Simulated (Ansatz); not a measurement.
Stretching the Zn1–H2 bond in H2Zn (SMILES [ZnH2]) (multiplicity 1 held, fragments rigid). Energies count from the point at 1.544 Å.
Geometry at that point (charge 0, multiplicity 1):
| atom | x (Å) | y (Å) | z (Å) |
|---|---|---|---|
| Zn | 0.0000 | 0.0000 | 0.0000 |
| H | 0.0000 | 0.0000 | 1.5440 |
| H | 0.0000 | 0.0000 | -1.5440 |

Restricted levels (R-, RO-) in cc, def2 and unpolarised 6-31G sets keep to the state of the molecule at rest. U- levels take the lowest unrestricted solution at each point, which mixes spins at long bonds. Active spaces are followed from a long bond inwards. Levels need not reach the same state.

Frozen-core correlation.

Programs: Ansatz (Gaussian orbitals). Each number belongs to the level named beside it.

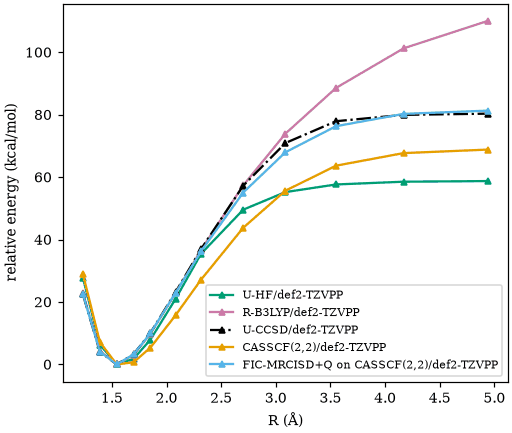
*Relative energy along the coordinate*

Question: Read off the CASSCF(2,2)/def2-TZVPP curve at R = 2.316.

Answer: about 27 kcal/mol

Doubts at one or more of the structures used: a spin-contaminated determinant (U-HF/def2-TZVPP, U-CCSD/def2-TZVPP); a restricted determinant that unrestricted orbitals would lower (R-B3LYP/def2-TZVPP); T1 above 0.05 (U-CCSD/def2-TZVPP).

Ansatz is a first-principles code.
